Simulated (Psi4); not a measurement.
**BHBr (SMILES [BH]Br): UHF/def2-TZVPD (sweep point 4)**

Aim: the vertical electron affinity of BHBr at UHF/def2-TZVPD (sweep point 4), from 2 runs. 

The results are computed with Psi4 1.11.

### Step 1. The molecule

BHBr: 3 atoms, total charge 0, spin state doublet. As SMILES, `[BH]Br`. Geometry: relaxed at PBE0-D4/def2-TZVP.

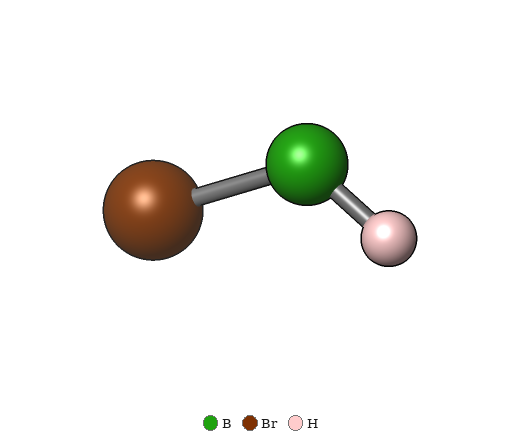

The structure, seen from a chosen angle (boron green, bromine brown, hydrogen pink).

### Step 2. A single-point energy at UHF/def2-TZVPD (sweep point 4)

Contents of bbrh.inp:

```
memory 1600 mb

molecule geom {
  0 2
  B     -0.094500    -0.523000    -0.115700
  Br     1.181000     0.563200     0.709800
  H     -1.097400    -0.105000    -0.607300
  symmetry c1
}

set {
  basis     def2-TZVPD
  reference uhf
  puream    true
  scf_type  pk
  maxiter   150
}

e_tot, wfn = energy("hf", return_wfn=True)
```

Command:

```sh
psi4 -i bbrh.inp -o bbrh.out -n 1
```

bbrh.out:

```text
[...]
  Running in c1 symmetry.
[...]
  Nuclear repulsion =   58.623728353523035
[...]
  Multiplicity = 2
[...]
  Nalpha       = 21
  Nbeta        = 20
[...]
    Number of basis functions: 103
[...]
   @UHF iter   1: -2597.44138917690452   -1.94511e+00   1.16285e-02 DIIS/ADIIS
[...]
   @UHF iter   9: -2597.64943104836311   -6.18434e-08   5.14040e-07 DIIS
[...]
   @S^2 Observed:                7.558082472E-01
[...]
    Orbital Energies [Eh]
    ---------------------
    Alpha Occupied:
       1A   -490.036087     2A    -65.178582     3A    -58.533475
       4A    -58.532755     5A    -58.532636     6A     -9.852160
       7A     -7.693411     8A     -7.462515     9A     -7.458979
      10A     -7.458339    11A     -3.204239    12A     -3.202682
      13A     -3.201375    14A     -3.197605    15A     -3.197490
      16A     -1.048212    17A     -0.688768    18A     -0.542219
      19A     -0.470424    20A     -0.451575    21A     -0.347409
    Alpha Virtual:
      22A      0.041745    23A      0.046545    24A      0.061987
      25A      0.069788    26A      0.073933    27A      0.122422
[...]
  @UHF Final Energy: -2597.64943104836311
   => Energetics <=
    Nuclear Repulsion Energy =             58.6237283535230347
    One-Electron Energy =               -3732.4459767147459388
    Two-Electron Energy =                1076.1728173128599337
    Total Energy =                      -2597.6494310483631125
  UHF NO Occupations:
  HONO-2 :   19  A 1.9995353
  HONO-1 :   20  A 1.9983065
[...]
 Multipole Moments:
 ------------------------------------------------------------------------------------
     Multipole            Electronic (a.u.)      Nuclear  (a.u.)        Total (a.u.)
 ------------------------------------------------------------------------------------
 L = 1.  Multiply by 2.5417464519 to convert [e a0] to [Debye]
 Dipole X            :          2.5766661           -2.8160972           -0.2394311
 Dipole Y            :          0.7982149           -0.7678435            0.0303715
 Dipole Z            :         -0.0000005           -0.0000000           -0.0000005
 Magnitude           :                                                    0.2413497
[...]
```

It took 5.4 s on 1 thread of Intel Xeon Platinum 8259CL at 2.50GHz (Skylake/Cascade Lake), shared host; peak memory 0.44 GiB.

### Step 3. The singlet anion at the same level

Contents of input.in:

```
memory 1.6 GB

molecule m {
  -1 1
  B     -0.094500    -0.523000    -0.115700
  Br     1.181000     0.563200     0.709800
  H     -1.097400    -0.105000    -0.607300
  units angstrom
  symmetry c1
}

set basis def2-TZVPD
set puream true
set scf_type pk

energy("hf")
```

Command:

```sh
psi4 -n 1 input.in input.out
```

input.out:

```text
[...]
  Running in c1 symmetry.
[...]
  Nuclear repulsion =   58.623728353523035
[...]
  Multiplicity = 1
[...]
  Nalpha       = 21
  Nbeta        = 21
[...]
    Number of basis functions: 103
[...]
   @RHF iter   1: -2597.37153944571628   -1.87526e+00   1.18224e-02 ADIIS/DIIS
[...]
   @RHF iter   9: -2597.61507531536608   -3.03633e-07   5.40690e-07 DIIS
[...]
    Orbital Energies [Eh]
    ---------------------
    Doubly Occupied:
       1A   -489.827501     2A    -64.970337     3A    -58.324876
       4A    -58.324779     5A    -58.324348     6A     -9.644061
       7A     -7.416579     8A     -7.253908     9A     -7.251835
      10A     -7.250040    11A     -2.995711    12A     -2.994646
      13A     -2.992953    14A     -2.990347    15A     -2.990100
      16A     -0.835575    17A     -0.440027    18A     -0.309355
      19A     -0.251337    20A     -0.245855    21A     -0.017888
[...]
  @RHF Final Energy: -2597.61507531536608
   => Energetics <=
    Nuclear Repulsion Energy =             58.6237283535230347
    One-Electron Energy =               -3741.1737480327283265
    Two-Electron Energy =                1084.9349443638395769
    Total Energy =                      -2597.6150753153660844
[...]
 Multipole Moments:
 ------------------------------------------------------------------------------------
     Multipole            Electronic (a.u.)      Nuclear  (a.u.)        Total (a.u.)
 ------------------------------------------------------------------------------------
 L = 1.  Multiply by 2.5417464519 to convert [e a0] to [Debye]
 Dipole X            :          4.3376253           -2.8160972            1.5215280
 Dipole Y            :          3.1022910           -0.7678435            2.3344475
 Dipole Z            :         -0.0000010           -0.0000000           -0.0000010
 Magnitude           :                                                    2.7865198
[...]
```

Wall time 5.1 s (1 thread of Intel Xeon Platinum 8259CL at 2.50GHz (Skylake/Cascade Lake), shared host); peak memory 0.44 GiB.

### Step 4. Summary of results

At UHF/def2-TZVPD (sweep point 4):

```
                                                            quantity           value
                                          doublet BHBr: total energy  -2597.64943 Eh
                                         doublet BHBr: dipole moment          0.61 D
                    doublet BHBr: HOMO energy (highest over α and β)        -9.45 eV
                     doublet BHBr: LUMO energy (lowest over α and β)         1.06 eV
                                                  doublet BHBr: ⟨S²⟩           0.756
                                         singlet anion: total energy  -2597.61508 Eh
                                          singlet anion: HOMO energy        -0.49 eV
                                          singlet anion: LUMO energy         4.30 eV
singlet anion: HOMO–LUMO gap (to an unbound level, set by the basis)         4.79 eV
                   vertical electron affinity (to the singlet anion)       -0.935 eV
```

**Reading.** The anion lies 0.93 eV (90.2 kJ/mol) above the neutral: the electron isn't bound at this level, and such a value depends on the basis. Hartree–Fock misses the correlation that binds many anions.
